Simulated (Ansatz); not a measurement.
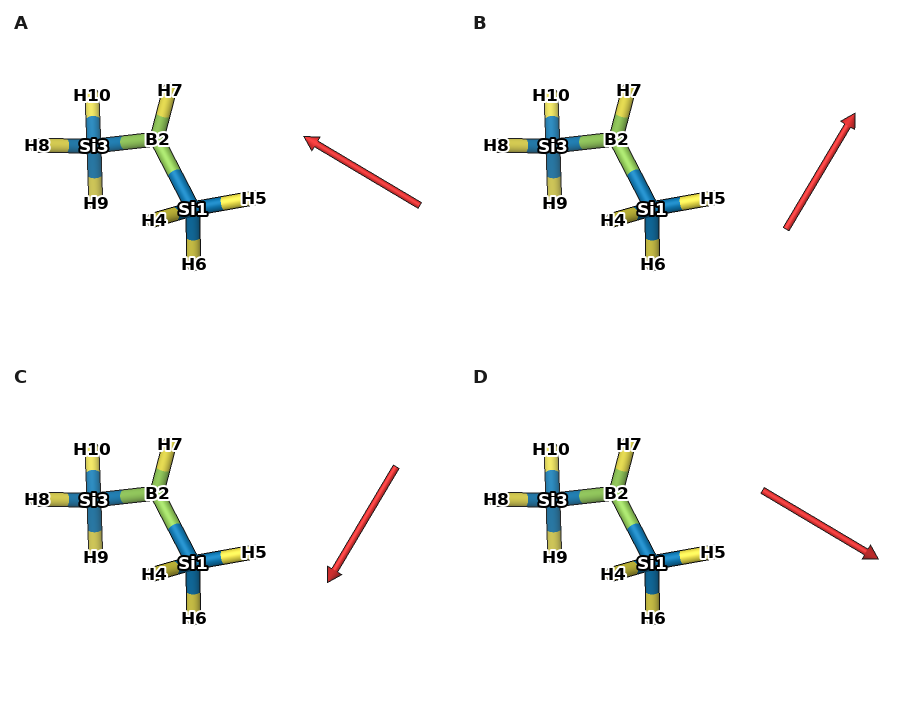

The same molecule four times, each with an arrow. Computed geometry: PBE-D4/def2-SVP optimisation. No frequency run is at hand to confirm it as a minimum. Level of theory: RKS PBE-D4/def2-SVP (Ansatz 0.2.0).

### Which arrow points along the dipole moment, from the negative to the positive end?

B. The dipole moment is 0.35 D; it points from the side of H6, H9 to the side of H7 (the outermost atoms at the two ends).
